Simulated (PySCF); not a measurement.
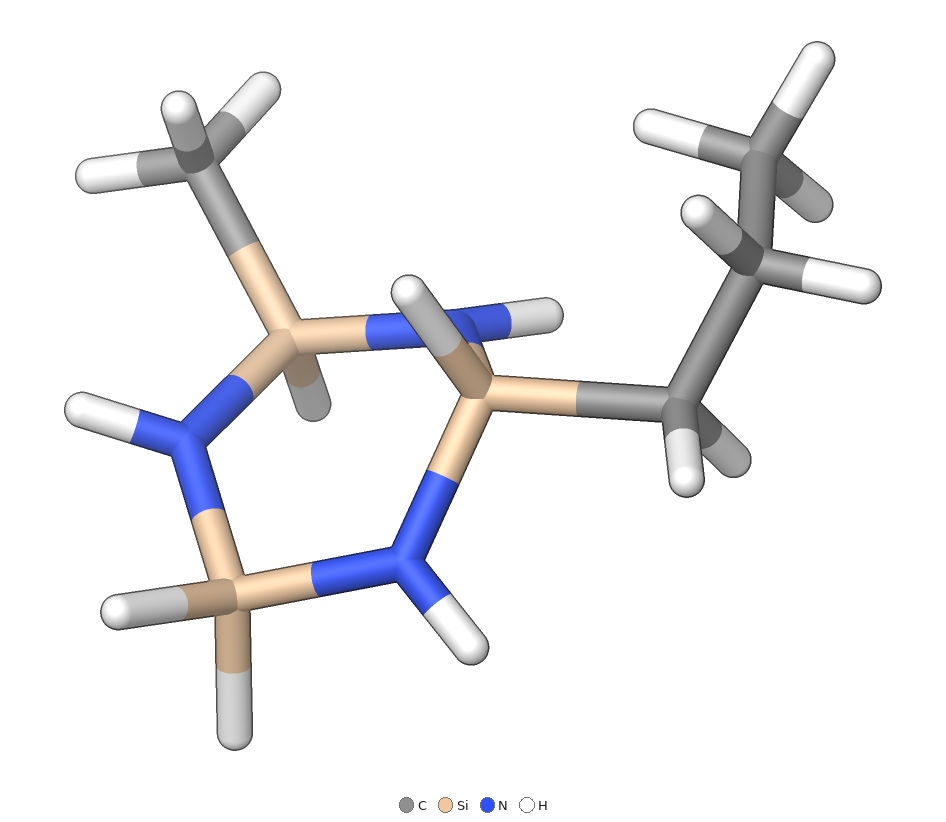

Computed geometry: PBE0-D3(BJ)/def2-SVP optimisation. No frequency run is at hand to confirm it as a minimum. Method: PBE0/pcSseg-1, gas phase (PySCF 2.14.0).

> Give the LUMO energy (Kohn–Sham orbital) at this level.

0.93 eV.

> What is the dipole moment?

1.02 D.

> What is the HOMO energy (Kohn–Sham orbital)?

−6.95 eV.
